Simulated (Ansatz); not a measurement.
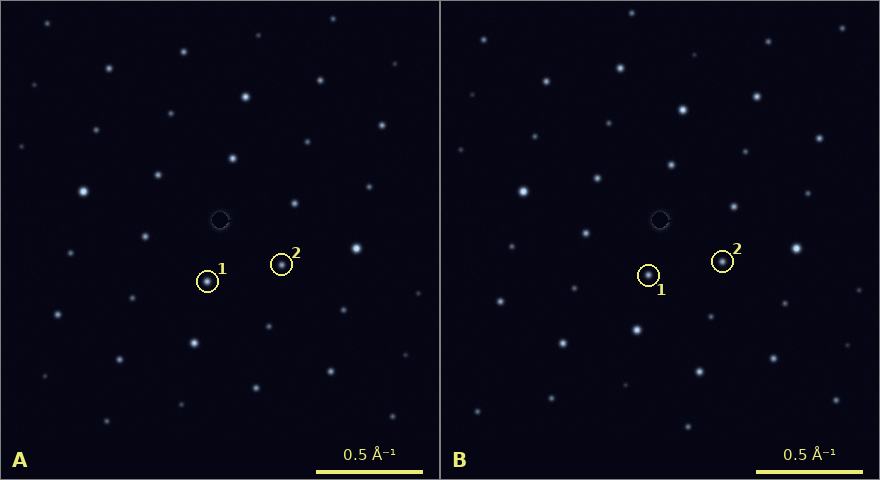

Kinematic electron diffraction patterns (200 kV, B = 0.5 Å², same scale) along [001] of the run's own cell, for the start and the end of one relaxation of Al2O5 with DFT PBE, scalar-relativistic, plane waves, PAW in Ansatz. k mesh 10×10×6. The start is a generated model structure, and the relaxation ends in the nearest stationary point of its symmetry, not necessarily the ground state. Spot 1 is -1 -1 0 and spot 2 is 0 -1 0 in both.

Start structure:

```
Al O
1.0
     5.35151   -1.50940   -0.43642
     5.35151    1.50940   -0.43642
    -5.23587    0.00000    6.00333
Al O
2 5
Direct
  0.39332 0.39332 0.66778
  0.60668 0.60668 0.33222
  0.60369 0.60369 0.97770
  0.39631 0.39631 0.02230
  0.00000 0.00000 0.00000
  0.14662 0.14662 0.48274
  0.85338 0.85338 0.51726
```

Q: Which pattern belongs to the start structure, and which to the relaxed one?

A: B is the start: its cell gives d(1) = 3.746 Å, d(2) = 2.800 Å and an angle of 68.1°. A is the relaxed structure, with d(1) = 3.350 Å (-10.6 %), d(2) = 2.753 Å (-1.7 %) and 65.7°.

Q: Name reflections whose intensity changes strongly on relaxation.

A: 3 2 0 goes from 35 to 13 % of the strongest spot.

Q: What did the relaxation do to the structure and the energy?

A: The volume changed by -3.1 % to 12.47 Å³ an atom; with the mean shift removed, the atoms moved by up to 0.16 Å relative to the cell (O most); the space group stayed C2/m (No. 12); the free energy fell by 3.8 meV an atom. Relaxed cell: a = 5.491 Å, b = 5.491 Å, c = 8.629 Å, α = 138.00°, β = 138.00°, γ = 31.92°.
